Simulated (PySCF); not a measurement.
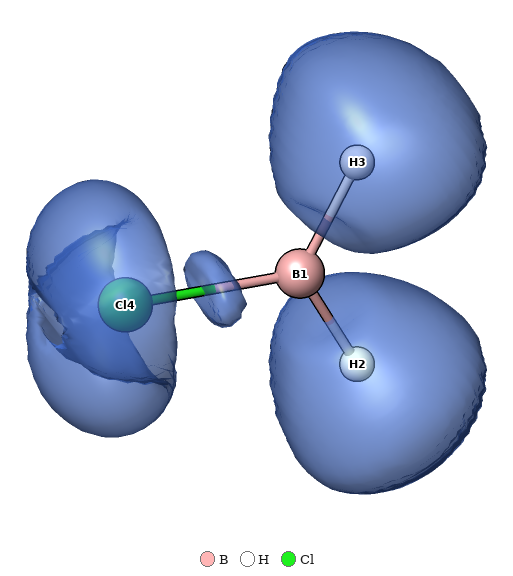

Figure. BClH$_{2}$ (BH2Cl). Isosurface of the ELF at 0.85 (blue), seen at a tilt. Core shells and regions of very low density are left out.

Geometry: PBE0-D3(BJ)/def2-SVP.

Method: PBE0/pcSseg-1, SCF density, gas phase, non-relativistic in PySCF 2.14.0.

> Where are the electrons localised?

The ELF exceeds this value in one region between bonded B–Cl atoms (shared pairs), two regions around hydrogen nuclei and one ring or bowl of non-bonding electrons around Cl. Along the contacts the grid gives the following. B–Cl (1.74 Å): the ELF peaks at about 0.90 between the atoms: a shared but strongly polarised pair. B–H (1.20 Å): the ELF climbs to about 1 towards the hydrogen, as it does in any bond to H: an ordinary covalent bond to hydrogen.
